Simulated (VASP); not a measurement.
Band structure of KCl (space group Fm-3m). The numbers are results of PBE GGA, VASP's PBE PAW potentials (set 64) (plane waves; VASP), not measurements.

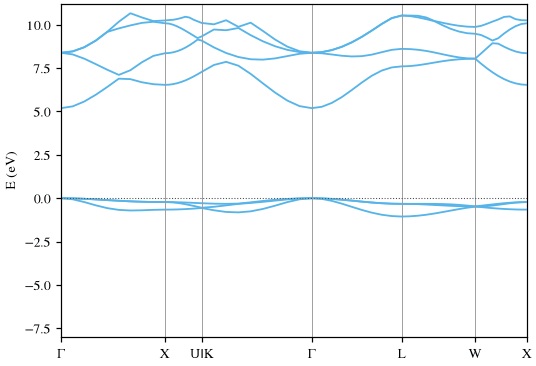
Fig. 1. Bands along high-symmetry lines, zero at the valence-band maximum or, without a gap, the Fermi level

### Question
Read the plot: is there a gap, and where are the band edges?

### Answer
The gap is direct, 5.19 eV, from the valence maximum at Γ to the conduction minimum at Γ.

The structure is a typed KCl crystal (Fm-3m). The cell was not relaxed at this level.
